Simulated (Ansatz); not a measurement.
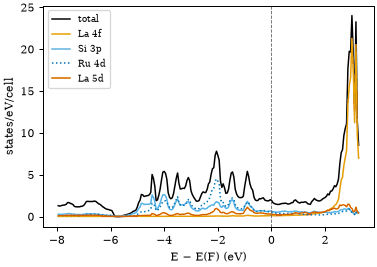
Figure. Total and projected density of states of LaSi3Ru in space group I4mm (No. 107; La on 2a, Si on 2a, Si on 4b, Ru on 2a), plane-wave PAW r²SCAN (Ansatz code)

Task: Which orbitals carry the states next to the Fermi level?

Result: Within 0.5 eV of the Fermi level: Si 3p 34 %, Ru 4d 29 %, La 5d 16 %, Si 3s 7 %, La 4f 5 %. Projections are on Löwdin-orthogonalised atomic valence shells; empty p or d shells of many metals are not among them.

Task: Where is the tallest occupied peak in this window, and what makes it?

Result: Near -2.0 eV, about 7.8 states/eV per cell; the largest projected share is Ru 4d.

The workflow started from a Materials Project entry (that database holds measured and hypothetical structures alike); the Crystallography Open Database copy checked does not list it. Its standing as an ambient phase is unchecked. Symmetry was held in the r²SCAN relaxation; whether a distortion lowers the energy is not shown. The run is not spin-polarised. Spin–orbit coupling is left out wherever it is not named.

Potentials: the earlier of the program's two PAW sets.
